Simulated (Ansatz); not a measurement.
Consider C$_{2}$H$_{5}$F$_{2}$In.

Input file:

```
crystal:
  periodic: [false, false, false]
  atoms:
    - {symbol: C, position_ang: [0.124190, -1.188129, 0.747095]}
    - {symbol: C, position_ang: [0.469965, 0.275775, 0.526664]}
    - {symbol: In, position_ang: [-0.458031, 1.141377, -1.193231]}
    - {symbol: F, position_ang: [-1.666675, 0.205637, -2.400959]}
    - {symbol: F, position_ang: [-0.294485, 2.954955, -1.875975]}
    - {symbol: H, position_ang: [-0.947122, -1.340717, 0.888921]}
    - {symbol: H, position_ang: [0.630578, -1.564797, 1.640945]}
    - {symbol: H, position_ang: [0.432424, -1.814299, -0.091978]}
    - {symbol: H, position_ang: [1.542526, 0.429030, 0.389431]}
    - {symbol: H, position_ang: [0.166621, 0.901159, 1.369087]}
basis:
  gaussian: {orbitals: def2-TZVPP}
hamiltonian: {xc: pbe0, dispersion: d4}
output: {orbitals: {seedname: orbitals}}
```

Run with:

```sh
ansatz run in.yaml --threads 4 --pin off --events-out ev --progress --plain --max-ram 10444MiB
```

Geometry: PBE0-D4/def2-TZVP; core potentials replace the inner electrons of In.

The calculation used RKS PBE0-D4/def2-TZVPP (Ansatz 0.2.0).

What will maps of the electron density and electron localisation function show?

Answer. C–C (1.52 Å): the density is about 1.6 e/Å³ at the midpoint; the ELF peaks at about 0.95 between the atoms, as expected for localised, covalent bonding.
In–F (1.94 Å): ρ is about 0.81 e/Å³ halfway; the ELF peaks at about 0.85 in the valence shell of F, 0.5 Å from its nucleus, and drops to about 0.15 between the two atoms.
C–In (2.14 Å): the density is about 0.7 e/Å³ at the midpoint; the ELF peaks at about 0.85 in the valence shell of C, 0.7 Å from its nucleus, and drops to about 0.20 between the two atoms.
C–H (1.09 Å): ρ is about 2 e/Å³ halfway; the ELF climbs to about 1 towards the hydrogen, as it does in any bond to H; an ordinary covalent bond to hydrogen.

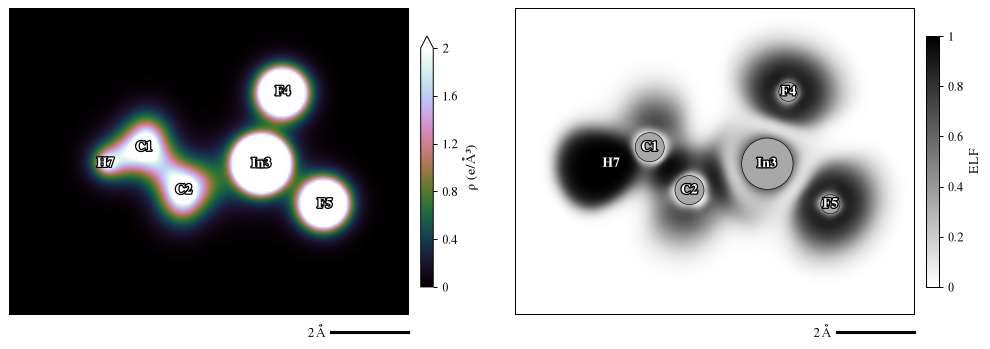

Computed electron density and electron localisation function on the plane of atoms C2, In3 and F5, in this order. Grey discs cover the atomic cores in the ELF map. 
